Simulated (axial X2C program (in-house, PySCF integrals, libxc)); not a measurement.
Relativistic diatomic calculation, with input and output: AlN

AlN, single determinant with Ω = 2. Computed at this level: PBE0, two-component X2C with atomic mean-field Coulomb and Gaunt terms, Al dyall-v3z, N dyall-v3z (cores contracted) (axial X2C program (in-house, PySCF integrals, libxc)).

The program's output:
```
two-component X2C + atomic mean field  PBE0
basis functions 90  fitting functions 557  grid points 4356
iter        total energy     max residual
   1       -297.331884459     9.37e-06
   2       -297.331884462     5.84e-06
   3       -297.331884463     3.72e-06
converged
one-electron -465.06295831  Coulomb 166.29332777  exact exchange -6.17049733  xc functional -19.12881257  nuclear repulsion 26.76771884  atomic mean-field constant -0.03066287
```

The points of the curve:

| R (Å) | E (hartree) | dipole (D; origin at the first atom, positive when the second is positive) | highest filled (eV) | lowest empty (eV) |
| --- | --- | --- | --- | --- |
| 1.565 | −297.302891 | −2.52 | −7.02 | −4.11 |
| 1.637 | −297.319953 | −2.59 | −6.80 | −3.94 |
| 1.691 | −297.327183 | −2.64 | −6.65 | −3.83 |
| 1.745 | −297.330869 | −2.69 | −6.50 | −3.72 |
| 1.799 | −297.331884 | −2.75 | −6.35 | −3.62 |
| 1.862 | −297.330571 | −2.84 | −6.18 | −3.50 |
| 1.925 | −297.327353 | −2.95 | −6.01 | −3.39 |
| 2.006 | −297.321367 | −3.11 | −5.80 | −3.30 |
| 2.105 | −297.312469 | −3.33 | −5.54 | −3.20 |
| 2.249 | −297.298479 | −3.61 | −5.19 | −3.09 |

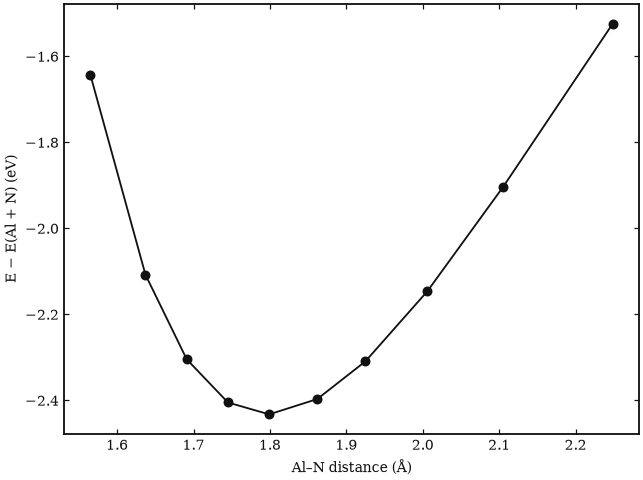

Fig. 1: Energy at 10 bond lengths, for one set of occupations held fixed; the line joins the points. A polynomial of degree 6 through 9 points gives rₑ = 1.797 Å, ωₑ = 745.6 cm⁻¹, ωₑxₑ = 5.8 cm⁻¹ and Bₑ = 0.5665 cm⁻¹. The minimum lies 2.43 eV below Al + N, each computed as one determinant at the same level.

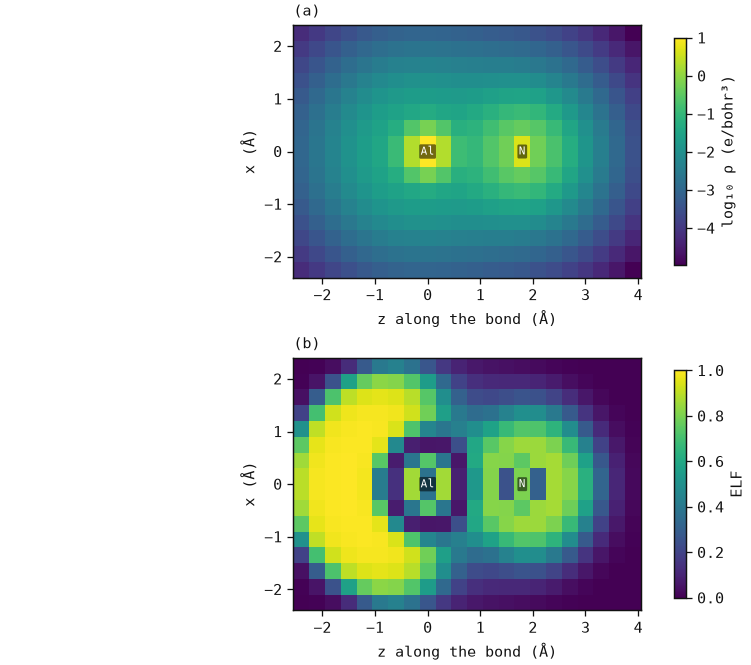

Fig. 2: (a) electron density on a logarithmic scale; (b) electron localisation function, in a plane that holds the axis, at 1.80 Å, on points 0.3 Å apart (one half computed, the other mirrored); the structure near the nuclei is finer than these points.

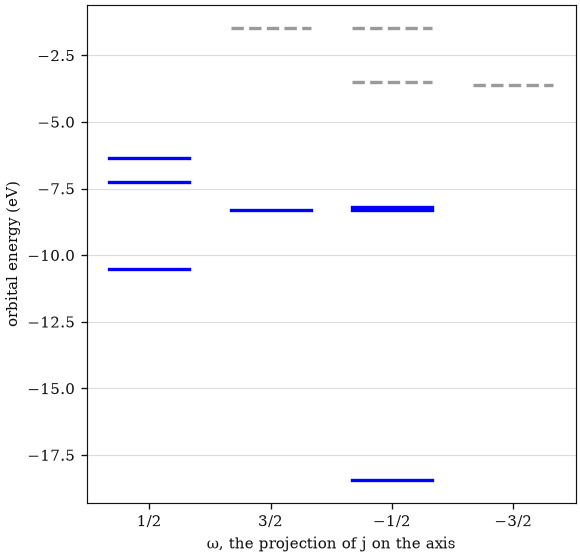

Fig. 3: Orbital energies near the frontier at 1.80 Å, filled (solid) and empty (dashed). The highest filled spinor (1/2; 72 % N p, 21 % Al p) lies at −6.35 eV, the lowest empty one (−3/2; 58 % N p, 37 % Al p) at −3.62 eV.

Input file:
```
{"zs": [13, 7], "q": 0, "bas": ["dyall-v3z", "dyall-v3z"], "levels": ["PBE0", "HF", "BHandHLYP", "B3LYP"], "cc": false, "r0": 1.73, "npts": 10, "nst": 2, "ntry": 6}
```

The line is the task of a batch: nuclear charges, charge, bases, the levels to run, a first guess of the distance and further settings. This report covers PBE0 with spin-orbit coupling. The log is that of the reference distance 1.799 Å, started from orbitals converged before.

Launched within a batch (the task file carries these settings):
```bash
python <driver script> task.json out
```

Key numbers:

- outcome: converged
- bond length rₑ: 1.797 Å
- ωₑ: 745.6 cm⁻¹
- energy at the minimum: −297.33189 hartree
- depth below the fragments: 2.43 eV
- hardware: 1 thread of Arm Neoverse N1, 54 GiB of memory available, shared host
- wall time: 3.1 s
- peak memory: 0.23 GiB
